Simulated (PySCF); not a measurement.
SMILES O=c1occo1 (C3H2O3), PBE0/def2-SVP optimised geometry. Atoms within 1.6 Å of the plane z = 0.6 Å (x, y, z in Å): O1 (1.78, -2.06, 0.00), C2 (1.07, -1.11, 0.00), O3 (-0.29, -1.11, 0.00), C4 (-0.71, 0.19, 0.00), C5 (0.37, 0.98, 0.00), O6 (1.48, 0.19, 0.00), H7 (-1.78, 0.39, 0.00), H8 (0.51, 2.06, 0.00).

Level of theory: PBE0/def2-TZVP run with PySCF.

Map of the electrostatic potential (hartree/e), clipped to [-0.08, 0.12] on the plane z = 0.6 Å:

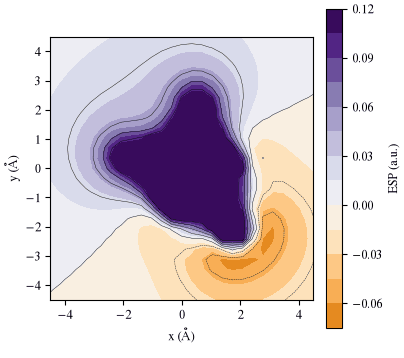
Electrostatic potential (hartree/e), clipped to [-0.08, 0.12] on the plane z = 0.6 Å.
